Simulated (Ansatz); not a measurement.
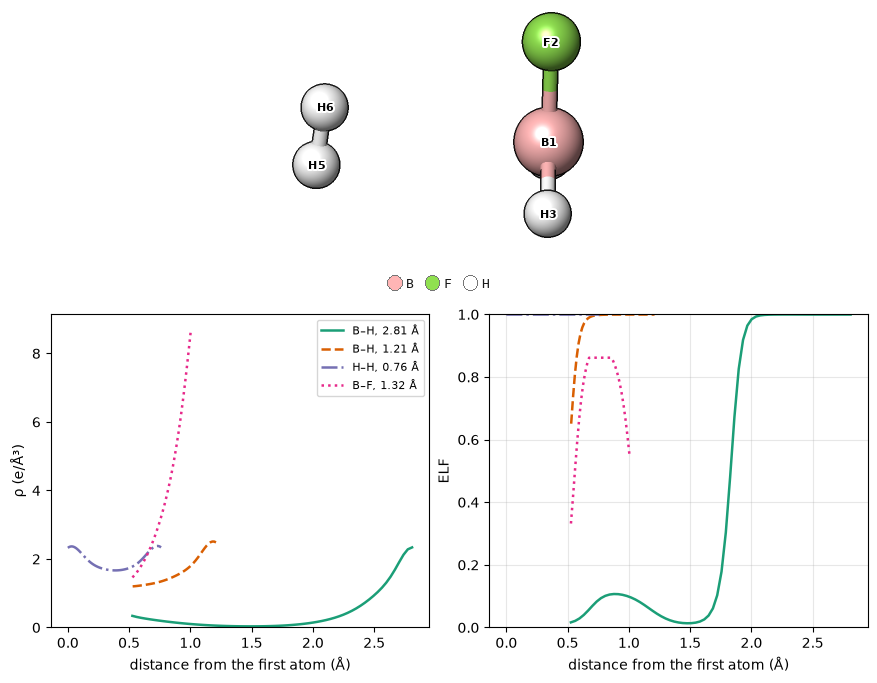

*BFH$_{2}$···H$_{2}$. Total electron density and ELF along straight lines between neighbouring atoms. The curves leave out the atomic cores. The structure is drawn too.*

Computed with Ansatz 0.2.0, RKS PBE0-D4/def2-SVP.

| atom | x (Å) | y (Å) | z (Å) |
| --- | --- | --- | --- |
| B | -0.0093 | 0.4495 | 0.0253 |
| F | -0.0193 | 0.9041 | 1.2619 |
| H | 1.0636 | 0.2961 | -0.5109 |
| H | -1.0740 | 0.2298 | -0.5039 |
| H | 0.0797 | -2.3717 | 0.6551 |
| H | 0.0707 | -2.0337 | 1.3368 |

Question: Compare the contacts.

Answer: B1···H6 (2.81 Å): the density falls to about 0.03 e/Å³ on the way; the ELF dips to about 0 between them: a weak contact between the two molecules.
B–H (1.21 Å): ρ at the midpoint is about 1.2 e/Å³; the ELF climbs to about 1 towards the hydrogen, as it does in any bond to H: an ordinary covalent bond to hydrogen.
H–H (0.76 Å): the density is about 1.7 e/Å³ at the midpoint; the ELF is about 1 at the midpoint.
B–F (1.32 Å): the density is about 2.2 e/Å³ at the midpoint; the ELF peaks at about 0.85 between the atoms (a shared but strongly polarised pair).
